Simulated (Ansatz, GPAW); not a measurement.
## A 2-layer slab of V(110): work function by functional and basis

Wanted: work functions and dipole of a 2-layer slab of V(110), with the cost of each level.

Method: Ansatz plane waves; slab in vacuum with a dipole correction, relaxation, in the first sound run; inputs show where later runs differ, in GPAW 26.7.0 and Ansatz 0.2.0.

## 1. The starting structure

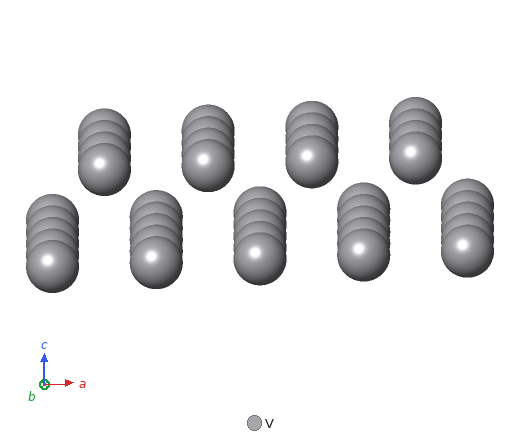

Start, viewed nearly edge on; vanadium grey. 4×4×1 cells are drawn. Some periodic images of atoms are drawn too.

The cell holds 2 atoms: 2 V. Cell: a = 2.615 Å, b = 2.615 Å, c = 16.135 Å, α = 90.0°, β = 90.0°, γ = 70.5°. Vacuum lies along c.

Structure file:

```cif
data_structure
_symmetry_space_group_name_H-M 'P 1'
_symmetry_Int_Tables_number 1
_cell_length_a 2.6154
_cell_length_b 2.6154
_cell_length_c 16.1355
_cell_angle_alpha 90.000
_cell_angle_beta 90.000
_cell_angle_gamma 70.529
_cell_volume 104.06
loop_
_atom_site_label
_atom_site_type_symbol
_atom_site_fract_x
_atom_site_fract_y
_atom_site_fract_z
_atom_site_occupancy
V1 V 0.00000 0.00000 0.43383 1
V2 V 0.50000 0.50000 0.56617 1
```

## 2. Relaxation

The atoms are relaxed first, since the surface dipole, and with it the work function, follows the positions of the outer layers. The lowest 1 atoms are held at bulk positions and keep their forces.

File input.yaml:

```yaml
crystal:
  lattice:
    - [2.1354624792, -1.51, 0.0]
    - [2.1354624792, 1.51, 0.0]
    - [0.0, 0.0, 16.1354624792]
  atoms:
    - { symbol: V, position: [0.0, 0.0, 0.4338270446] }
    - { symbol: V, position: [0.5, 0.5, 0.5661729554] }
kpoints:
  mp_grid: { grid: [13, 13, 1] }
hamiltonian:
  xc: pbe
scf:
  occupations: { method: fermi_dirac, width: 0.1 }
efield:
  axis: 3
  dipole_correction: true
  ramp_width: 0.05
relax:
  f_tol: 0.02
  max_steps: 60
  constraints: [{ sites: [0] }]
output:
  write_potential: true
  write_density: true
  volumetric_format: npy
```

On the command line:

```
> ansatz run input.yaml --threads 2 --pin off --max-ram 4096MiB --backend cpu --events-out ev --progress --plain --runs-dir out
```

Numbers of over 12 decimals in the logs are rounded to 6 here.

What it wrote:

```text
Engine: ansatz 0.2.0, aarch64-unknown-linux-gnu
Pseudopotentials: kind: paw
Pseudopotential: V, paw, valence charge 13, recommended cutoff 420 eV (normal), V.paw.azcp
Functional definition: PBE
  parameter kappa = 0.804
  parameter beta = 0.066725
  exchange = pbe_x(kappa = kappa, mu = beta*pi^2/3)
  correlation = pbe_c(beta = beta)
Crystal: 2 atoms, lattice volume = 104.059 Å³
Basis set: ecut = 420 eV, 2007 PW (Γ), exchange–correlation on 36×36×216 points (8 copies of the dense FFT grid, shifted against one another)
Bands: 17, of which v1, the nominal top of the filled ones, is band 13 counted from 1 (12 counted from 0)
Symmetry: 4 space group operations
k-points: 49 of 169
Non-local potential: V, projectors of the file, l = 0: 3, l = 1: 2, l = 2: 3, l = 3: 1
PAW form: soft (Blöchl's): semilocal exchange-correlation on the pseudo side does not see the compensation charge
PAW one-centre angular grid: V, 590 points (default); XC on 64 Gauss nodes
Initial density: superposition of atomic densities (neutral atoms: chi_scale 0, normalization atom), corrected by the library's trained network
Initial wavefunctions: pseudopotential atomic-orbital guess
Functional: x = pbe(κ = 0.804, μ = 0.219515), c = pbe(β = 0.066725)
SCF iter   1: F=—  HF=-5822.752764 eV  |F-HF|=—  |Δ(HF+E_count)|=         —  Δρ=2.87e-3  dr2=9.91e-3  ethr=1.77e-3  p=0.000 e·Å  D=7.77e-14 V/Å  ΔV_dip=-0.00 eV  dr2_dipole=1.98e-7  V_vac-E_F(+/−)=4.47/4.47 eV  ⟨swp⟩=6.1  Hψ=4045  notcnv=0
efield: sawtooth ramp at fractional position 0.9750 (placed from the atoms, in the widest stretch of the axis that holds none; the zero of the levels goes with the place), width 0.0500; the density the first Hamiltonian is built on has a dipole p = 0.000 e·Å; the dipole correction subtracts the counter field D = 7.77e-14 V/Å, which shifts the + side's vacuum level by -0.00 eV against the − side's; the planar-averaged density in the ramp window peaks in size at 1.7e-4 e/Å³
preconditioner: auto → LDOS  [metal: Δε(μ)=0.015 eV  Ē_g=2.666 eV  σ=0.100 eV  W_gap=0.04  n_scr=10 (ndim 8)  ℏωp=11.5 eV  f_vac=0.608  D(μ)=4.18/eV (n_scr^D=32)  β→1.0]
SCF iter   2: F=—  HF=-5822.754926 eV  |F-HF|=—  |Δ(HF+E_count)|=   2.16e-3  Δρ=1.62e-3  dr2=1.04e-2  ethr=3.81e-5  p=-0.000 e·Å  D=-9.91e-5 V/Å  ΔV_dip=0.00 eV  dr2_dipole=5.66e-6  V_vac-E_F(+/−)=4.66/4.65 eV  ⟨swp⟩=3.6  Hψ=2187  notcnv=0
SCF iter   3: F=—  HF=-5822.753450 eV  |F-HF|=—  |Δ(HF+E_count)|=   1.48e-3  Δρ=5.15e-4  dr2=4.54e-4  ethr=3.81e-5  p=0.000 e·Å  D=8.76e-5 V/Å  ΔV_dip=-0.00 eV  dr2_dipole=7.32e-10  V_vac-E_F(+/−)=4.68/4.68 eV  ⟨swp⟩=2.0  Hψ=1110  notcnv=0
SCF iter   4: F=—  HF=-5822.753544 eV  |F-HF|=—  |Δ(HF+E_count)|=   9.40e-5  Δρ=1.47e-4  dr2=3.29e-5  ethr=1.75e-6  p=-0.000 e·Å  D=-2.14e-5 V/Å  ΔV_dip=0.00 eV  dr2_dipole=1.97e-8  V_vac-E_F(+/−)=4.70/4.70 eV  ⟨swp⟩=2.1  Hψ=1176  notcnv=0
SCF iter   5: F=—  HF=-5822.753552 eV  |F-HF|=—  |Δ(HF+E_count)|=   7.78e-6  Δρ=8.24e-5  dr2=1.02e-5  ethr=1.27e-7  p=0.000 e·Å  D=3.99e-5 V/Å  ΔV_dip=-0.00 eV  dr2_dipole=7.53e-8  V_vac-E_F(+/−)=4.71/4.71 eV  ⟨swp⟩=2.6  Hψ=1423  notcnv=0
SCF iter   6: F=-5822.753552 eV  HF=-5822.753552 eV  |F-HF|=3.78e-7  |Δ(HF+E_count)|=   3.68e-7  Δρ=2.69e-5  dr2=8.93e-7  ethr=3.85e-8  p=-0.000 e·Å  D=-5.20e-6 V/Å  ΔV_dip=0.00 eV  dr2_dipole=1.84e-8  V_vac-E_F(+/−)=4.71/4.71 eV  ⟨swp⟩=11.3  Hψ=6467  notcnv=0
SCF 1 converged in 6 iterations: F = -5822.753552 eV  dr2 = 8.93e-7
  Residual-converged pass: ⟨swp⟩=1.0  Hψ=1029  notcnv=0  max |occ|·‖R‖ = 7.1e-9 eV (tolerance 1.0e-8 eV)  dr2=8.93e-7  dr2_onsite=1.08e-7  max |Δocc| = 2.3e-10
  greatest PAW one-centre occupation: 1.000 electrons in one spin orbital (limit 2), on the V atom at site 1 (counted from 0), in its partial waves of l = 0
relax step   1: F+E_penalty+E_count = -5822.75355165 eV  Δ(F+E_penalty+E_count) = +0.000e0 eV  max|allowed force component| = 9.948e-1 eV/Å  Δτ_max = 0.0000 Å  (6 SCF iters, dr2 threshold 1.00e-5 eV, accepted)
Initial density: handed on by an earlier stage of this run
Initial wavefunctions: those handed on with the density
SCF iter   1: F=—  HF=-5823.063941 eV  |F-HF|=—  |Δ(HF+E_count)|=         —  Δρ=2.83e-2  dr2=4.44e0  ethr=3.10e-3  p=-0.000 e·Å  D=-5.27e-6 V/Å  ΔV_dip=0.00 eV  dr2_dipole=9.22e-1  V_vac-E_F(+/−)=4.84/4.84 eV  ⟨swp⟩=5.1  Hψ=3343  notcnv=0
efield: sawtooth ramp at fractional position 0.9750 (handed on by an earlier solve), width 0.0500; the density the first Hamiltonian is built on has a dipole p = -0.000 e·Å; the dipole correction subtracts the counter field D = -5.27e-6 V/Å, which shifts the + side's vacuum level by +0.00 eV against the − side's; the planar-averaged density in the ramp window peaks in size at 3.3e-6 e/Å³
preconditioner: auto → LDOS  [metal: Δε(μ)=0.026 eV  Ē_g=2.917 eV  σ=0.100 eV  W_gap=0.07  n_scr=10 (ndim 8)  ℏωp=11.5 eV  f_vac=0.621  D(μ)=3.85/eV (n_scr^D=24)  β→1.0]
SCF iter   2: F=—  HF=-5822.998880 eV  |F-HF|=—  |Δ(HF+E_count)|=   6.51e-2  Δρ=1.33e-2  dr2=6.60e-1  ethr=3.10e-3  p=0.007 e·Å  D=1.15e-2 V/Å  ΔV_dip=-0.18 eV  dr2_dipole=1.41e-2  V_vac-E_F(+/−)=4.29/4.48 eV  ⟨swp⟩=2.0  Hψ=1665  notcnv=0
SCF iter   3: F=—  HF=-5822.901262 eV  |F-HF|=—  |Δ(HF+E_count)|=   9.76e-2  Δρ=2.58e-3  dr2=1.12e-2  ethr=2.54e-3  p=0.004 e·Å  D=7.64e-3 V/Å  ΔV_dip=-0.12 eV  dr2_dipole=4.91e-5  V_vac-E_F(+/−)=4.57/4.69 eV  ⟨swp⟩=2.0  Hψ=1276  notcnv=0
SCF iter   4: F=—  HF=-5822.899518 eV  |F-HF|=—  |Δ(HF+E_count)|=   1.74e-3  Δρ=9.67e-4  dr2=1.09e-3  ethr=4.31e-5  p=0.002 e·Å  D=4.22e-3 V/Å  ΔV_dip=-0.07 eV  dr2_dipole=3.84e-6  V_vac-E_F(+/−)=4.59/4.66 eV  ⟨swp⟩=3.5  Hψ=2017  notcnv=0
SCF iter   5: F=—  HF=-5822.899672 eV  |F-HF|=—  |Δ(HF+E_count)|=   1.54e-4  Δρ=3.46e-4  dr2=1.46e-4  ethr=4.21e-6  p=0.002 e·Å  D=3.02e-3 V/Å  ΔV_dip=-0.05 eV  dr2_dipole=2.27e-6  V_vac-E_F(+/−)=4.60/4.65 eV  ⟨swp⟩=2.7  Hψ=1376  notcnv=0
SCF iter   6: F=—  HF=-5822.899796 eV  |F-HF|=—  |Δ(HF+E_count)|=   1.25e-4  Δρ=1.15e-4  dr2=2.20e-5  ethr=5.61e-7  p=0.001 e·Å  D=1.43e-3 V/Å  ΔV_dip=-0.02 eV  dr2_dipole=1.97e-6  V_vac-E_F(+/−)=4.62/4.64 eV  ⟨swp⟩=2.2  Hψ=1110  notcnv=0
SCF iter   7: F=-5822.899804 eV  HF=-5822.899802 eV  |F-HF|=2.08e-6  |Δ(HF+E_count)|=   5.85e-6  Δρ=3.42e-5  dr2=1.55e-6  ethr=8.47e-8  p=0.000 e·Å  D=5.30e-4 V/Å  ΔV_dip=-0.01 eV  dr2_dipole=2.94e-7  V_vac-E_F(+/−)=4.63/4.63 eV  ⟨swp⟩=12.0  Hψ=7375  notcnv=0
SCF 2 converged in 7 iterations: F = -5822.899804 eV  dr2 = 1.55e-6
  Residual-converged pass: ⟨swp⟩=1.0  Hψ=1029  notcnv=0  max |occ|·‖R‖ = 7.0e-9 eV (tolerance 1.0e-8 eV)  dr2=1.55e-6  dr2_onsite=9.08e-8  max |Δocc| = 3.3e-10
  greatest PAW one-centre occupation: 1.000 electrons in one spin orbital (limit 2), on the V atom at site 0 (counted from 0), in its partial waves of l = 0
relax step   2: F+E_penalty+E_count = -5822.89980437 eV  Δ(F+E_penalty+E_count) = -1.463e-1 eV  max|allowed force component| = 4.579e-1 eV/Å  Δτ_max = 0.1910 Å  (7 SCF iters, dr2 threshold 6.19e-5 eV, accepted)
SCF iter   1: F=—  HF=-5823.006741 eV  |F-HF|=—  |Δ(HF+E_count)|=         —  Δρ=2.12e-2  dr2=2.29e0  ethr=3.10e-3  p=0.000 e·Å  D=5.30e-4 V/Å  ΔV_dip=-0.01 eV  dr2_dipole=4.44e-1  V_vac-E_F(+/−)=4.74/4.75 eV  ⟨swp⟩=4.0  Hψ=2879  notcnv=0
efield: sawtooth ramp at fractional position 0.9750 (handed on by an earlier solve), width 0.0500; the density the first Hamiltonian is built on has a dipole p = 0.000 e·Å; the dipole correction subtracts the counter field D = 5.30e-4 V/Å, which shifts the + side's vacuum level by -0.01 eV against the − side's; the planar-averaged density in the ramp window peaks in size at 8.0e-6 e/Å³
preconditioner: auto → LDOS  [metal: Δε(μ)=0.020 eV  Ē_g=3.036 eV  σ=0.100 eV  W_gap=0.05  n_scr=10 (ndim 8)  ℏωp=11.5 eV  f_vac=0.626  D(μ)=3.58/eV (n_scr^D=12)  β→1.0]
SCF iter   2: F=—  HF=-5822.958896 eV  |F-HF|=—  |Δ(HF+E_count)|=   4.78e-2  Δρ=9.55e-3  dr2=3.04e-1  ethr=3.10e-3  p=0.005 e·Å  D=8.01e-3 V/Å  ΔV_dip=-0.13 eV  dr2_dipole=1.53e-2  V_vac-E_F(+/−)=4.35/4.48 eV  ⟨swp⟩=2.2  Hψ=1612  notcnv=0
SCF iter   3: F=—  HF=-5822.923894 eV  |F-HF|=—  |Δ(HF+E_count)|=   3.50e-2  Δρ=2.00e-3  dr2=1.31e-2  ethr=1.17e-3  p=0.003 e·Å  D=5.60e-3 V/Å  ΔV_dip=-0.09 eV  dr2_dipole=7.63e-7  V_vac-E_F(+/−)=4.54/4.63 eV  ⟨swp⟩=2.1  Hψ=1278  notcnv=0
SCF iter   4: F=—  HF=-5822.921334 eV  |F-HF|=—  |Δ(HF+E_count)|=   2.56e-3  Δρ=6.11e-4  dr2=4.02e-4  ethr=5.02e-5  p=0.002 e·Å  D=3.48e-3 V/Å  ΔV_dip=-0.06 eV  dr2_dipole=7.66e-10  V_vac-E_F(+/−)=4.53/4.59 eV  ⟨swp⟩=3.4  Hψ=1693  notcnv=0
SCF iter   5: F=—  HF=-5822.921419 eV  |F-HF|=—  |Δ(HF+E_count)|=   8.54e-5  Δρ=2.34e-4  dr2=6.24e-5  ethr=1.54e-6  p=0.001 e·Å  D=2.34e-3 V/Å  ΔV_dip=-0.04 eV  dr2_dipole=2.53e-6  V_vac-E_F(+/−)=4.54/4.58 eV  ⟨swp⟩=2.7  Hψ=1491  notcnv=0
SCF iter   6: F=—  HF=-5822.921470 eV  |F-HF|=—  |Δ(HF+E_count)|=   5.13e-5  Δρ=7.77e-5  dr2=1.37e-5  ethr=5.04e-8  p=0.001 e·Å  D=9.87e-4 V/Å  ΔV_dip=-0.02 eV  dr2_dipole=1.17e-6  V_vac-E_F(+/−)=4.55/4.56 eV  ⟨swp⟩=12.4  Hψ=8072  notcnv=0
SCF iter   7: F=-5822.921473 eV  HF=-5822.921472 eV  |F-HF|=1.27e-6  |Δ(HF+E_count)|=   1.31e-6  Δρ=2.16e-5  dr2=5.67e-7  ethr=5.04e-8  p=0.000 e·Å  D=3.38e-4 V/Å  ΔV_dip=-0.01 eV  dr2_dipole=1.09e-7  V_vac-E_F(+/−)=4.55/4.56 eV  ⟨swp⟩=11.5  Hψ=6645  notcnv=0
SCF 3 converged in 7 iterations: F = -5822.921473 eV  dr2 = 5.67e-7
  Residual-converged pass: ⟨swp⟩=1.0  Hψ=1029  notcnv=0  max |occ|·‖R‖ = 7.0e-9 eV (tolerance 1.0e-8 eV)  dr2=5.67e-7  dr2_onsite=2.84e-8  max |Δocc| = 2.2e-10
relax step   3: F+E_penalty+E_count = -5822.92147281 eV  Δ(F+E_penalty+E_count) = -2.167e-2 eV  max|allowed force component| = 1.282e-1 eV/Å  Δτ_max = 0.1199 Å  (7 SCF iters, dr2 threshold 1.31e-5 eV, accepted)
[...]
relax step   4: F+E_penalty+E_count = -5822.92294247 eV  Δ(F+E_penalty+E_count) = -1.470e-3 eV  max|allowed force component| = 1.308e-2 eV/Å  Δτ_max = 0.0259 Å  (6 SCF iters, dr2 threshold 1.29e-6 eV, accepted)
iter 1 solved again at ethr=3.29e-9 eV; its pass at ethr=3.10e-3 eV (dr2=8.55e-7 eV) is discarded
SCF iter   1: F=—  HF=-5822.922962 eV  |F-HF|=—  |Δ(HF+E_count)|=         —  Δρ=1.64e-5  dr2=8.55e-7  ethr=3.29e-9  p=-0.000 e·Å  D=-2.44e-4 V/Å  ΔV_dip=0.00 eV  dr2_dipole=1.37e-7  V_vac-E_F(+/−)=4.57/4.57 eV  ⟨swp⟩=1.0  Hψ=2853  notcnv=0
efield: sawtooth ramp at fractional position 0.9750 (handed on by an earlier solve), width 0.0500; the density the first Hamiltonian is built on has a dipole p = -0.000 e·Å; the dipole correction subtracts the counter field D = -2.44e-4 V/Å, which shifts the + side's vacuum level by +0.00 eV against the − side's; the planar-averaged density in the ramp window peaks in size at 7.0e-6 e/Å³
preconditioner: auto → LDOS  [metal: Δε(μ)=0.013 eV  Ē_g=2.971 eV  σ=0.100 eV  W_gap=0.03  n_scr=10 (ndim 8)  ℏωp=11.5 eV  f_vac=0.621  D(μ)=3.70/eV (n_scr^D=12)  β→1.0]
SCF iter   2: F=—  HF=-5822.922943 eV  |F-HF|=—  |Δ(HF+E_count)|=   1.85e-5  Δρ=1.30e-5  dr2=4.17e-7  ethr=3.29e-9  p=-0.000 e·Å  D=-9.80e-5 V/Å  ΔV_dip=0.00 eV  dr2_dipole=1.66e-9  V_vac-E_F(+/−)=4.57/4.57 eV  ⟨swp⟩=2.2  Hψ=1237  notcnv=0
SCF iter   3: F=—  HF=-5822.922943 eV  |F-HF|=—  |Δ(HF+E_count)|=   1.05e-8  Δρ=6.46e-6  dr2=1.37e-7  ethr=1.60e-9  p=-0.000 e·Å  D=-7.66e-5 V/Å  ΔV_dip=0.00 eV  dr2_dipole=3.20e-9  V_vac-E_F(+/−)=4.57/4.57 eV  ⟨swp⟩=2.2  Hψ=1271  notcnv=0
SCF iter   4: F=-5822.922943 eV  HF=-5822.922943 eV  |F-HF|=1.57e-8  |Δ(HF+E_count)|=   3.45e-9  Δρ=3.32e-6  dr2=1.97e-8  ethr=3.85e-10  p=-0.000 e·Å  D=-3.42e-5 V/Å  ΔV_dip=0.00 eV  dr2_dipole=2.75e-9  V_vac-E_F(+/−)=4.57/4.57 eV  ⟨swp⟩=9.9  Hψ=5597  notcnv=0
SCF 5 converged in 4 iterations: F = -5822.922943 eV  dr2 = 1.97e-8
relax step   5: F+E_penalty+E_count = -5822.92294308 eV  Δ(F+E_penalty+E_count) = -6.132e-7 eV  max|allowed force component| = 1.378e-2 eV/Å  Δτ_max = 0.0000 Å  (4 SCF iters, accepted)
NSCF: frozen V_eff on 49 k-points
the band table was solved once a step of the walk had ended and its energy, with any forces and stress, was formed, with the checks that follow a solve (5833 applications of the Hamiltonian). They found nothing against the state; the energy, forces and stress were not computed again (output.eigenvalues in the input reference)
WARN: The output density's exchange-correlation potential varies sharply where the density is thin. Do not read a vacuum level from v_tot or v_xc, or from such a field of the output density. On a cell that repeats whose density bears no net charge and no dipole along the vacuum's axis use v_es (v_loc + v_h of the components); under efield.dipole_correction with no amplitude use v_es + v_field, which holds any externa [...]
SCF converged after 4 iterations
Free energy (F): -5822.922943 eV
Harris-Foulkes:  -5822.922943 eV  (|F-HF|=1.57e-8)
Internal energy: -5822.801011 eV  (E = F + TS)
E sigma→0 (E₀):  -5822.861977 eV
Entropy (-TS):   -0.121932 eV (-60.966 meV/atom)
Fermi energy:    1.159206 eV
Dipole field:    D = 0.000064 V/Å  (p = 0.000037 e·Å, saw-weighted, corrected)
Work function:   Φ+ = 4.5707 eV   Φ− = 4.5717 eV
Levels:          The Fermi level and band energies are counted from a zero that moves with the ramp; work functions are not
--- Per-component energies (eV) ---
  E_band       = -692.428587
  E_kinetic    = 671.115800
  E_local      = -17474.076535  (includes V_loc(G=0)·N_el)
  E_nonlocal   = -87.305096
  E_hartree    = 8462.070430
  E_xc         = -258.602017
  E_vxc        = -327.625365  (∫ρ·V_xc dr)
  E_paw        = -2227.393392  (= ΣΔE_a)
  E_vpaw       = -398.694979  (= ΣTr[D̂ρ^β])
  E_aug_tail   = 0.000525  (compensation charges beyond the density's cutoff)
  E_efield     = 0.000000  (sawtooth field / dipole correction)
  E_vefield    = 0.000236  (∫n·V_field dr)
  E_ewald      = 5091.389274
  E_smearing   = -0.121932  (= −TS)
  E_closure    = -0.000000  (closes the sum)
  Σ components = -5822.922943   (vs F -5822.922943, Δ=0.00e0)
--- Forces (eV/Å), atoms counted from 1 ---
  atom   1  V      0.00000000     0.00000000     0.01376080
  atom   2  V      0.00000000     0.00000000    -0.01377938
  max |Σ_I F_I| component: 1.86e-5 eV/Å
--- Band table (eV; the first three rows and the last of 49) ---
  k-point 0: bands = [... 9 lower, -2.5248, -0.1733, 0.4630, 1.0940, 1.2503, 1.5812, 2.4922, 3.2925]
  k-point 1: bands = [... 9 lower, -2.3659, -0.1631, 0.4084, 1.0938, 1.3071, 1.7015, 2.3127, 3.1115]
  k-point 2: bands = [... 9 lower, -1.9296, -0.1885, 0.3374, 0.9227, 1.6443, 1.8238, 2.0022, 3.0544]
  k-point 48: bands = [... 9 lower, -1.4274, -1.3992, 0.2299, 1.5490, 3.1019, 3.4542, 3.6012, 3.7988]
--- Relaxed structure (5 steps of the walk, 5 accepted, 0 SCFs on fresh bases) ---
  F+E_penalty+E_count = -5822.92294308 eV   max|allowed force component| = 1.378e-2 eV/Å
  atoms:
    - { symbol: V, position: [0.0, 0.0, 0.4338270446] }
    - { symbol: V, position: [0.5, 0.5, 0.548510] }
```

Elapsed: 44 s, on 2 threads of Arm Neoverse N1, shared host; peak memory 0.41 GiB; 87 s of CPU time.

This run has no spin polarisation, although V can carry a moment.

The steps of the relaxation:

| step | energy less that of the first step (eV) | largest force component (eV/Å) |
| --- | --- | --- |
| 1 | 0.0000 | 0.9948 |
| 2 | -0.1463 | 0.4579 |
| 3 | -0.1679 | 0.1281 |
| 4 | -0.1694 | 0.0131 |
| 5 | -0.1694 | 0.0138 |

The run keeps the 4 symmetry operations that it works with, so distortions that break them were not tested.

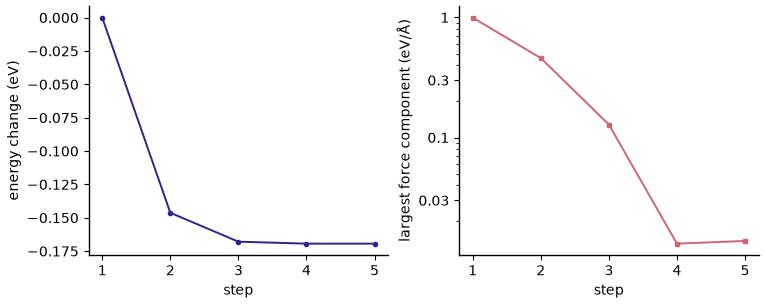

Energy and largest force along the relaxation.

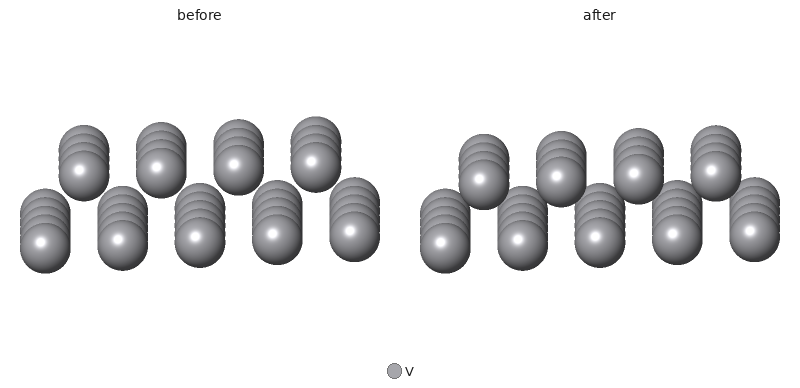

Before and after, at one scale.

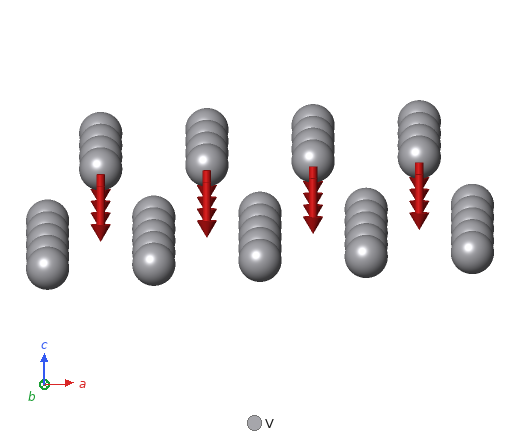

Displacements in the relaxation, exaggerated; the longest in the cell stands for 0.29 Å. 4×4×1 cells are drawn. Some periodic images of atoms are drawn too.

The atoms that moved most (Å):

| atom | dx | dy | dz | length |
| --- | --- | --- | --- | --- |
| V2 | 0.000 | 0.000 | -0.285 | 0.285 |

Final coordinates:

```xyz
2
Lattice="2.1355 -1.5100 0.0000 2.1355 1.5100 0.0000 0.0000 0.0000 16.1355" Properties=species:S:1:pos:R:3
V     0.0000    0.0000    7.0000
V     2.1355    0.0000    8.8505
```

This step gave:

```yaml
free_energy: -5822.9229 eV
smearing_term_ts: 0.1219 eV
symmetry_operations: 4
upper_work_function: 4.571 eV
lower_work_function: 4.572 eV
dipole_along_the_normal: 3.66e-5 e·Å
dipole_field: 6.36e-5 V/Å
vacuum_level_above: 5.730 eV
vacuum_level_below: 5.731 eV
```

The electrostatic potential energy of an electron (with the applied field's), less the Fermi level, planar mean by z:

| z (Å) | electrostatic potential energy of an electron (with the applied field's), less the Fermi level, planar mean (eV) |
| --- | --- |
| 0 | 4.57 |
| 2 | 4.57 |
| 4 | 4.52 |
| 6 | -0.559 |
| 8 | -4.67 |
| 10 | 0.906 |
| 12 | 4.53 |
| 14 | 4.57 |

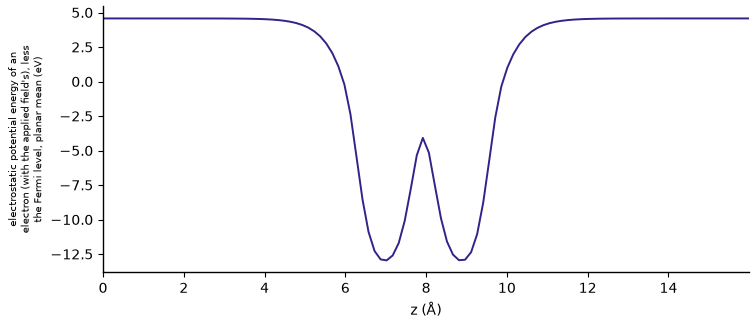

Electrostatic potential energy of an electron (with the applied field's), less the Fermi level, planar mean against z.

(Continued in part 2 of 3.)

[Logs are printed without paths, hosts, clocks, repeated set-up lines and the standing remarks that a program may print on its own settings, such as how far it seeks lower states.]

[Hosts, paths, dates, database ids (printed as entryN), source tags and the programs' standing remarks are cut or masked in the printed files.]
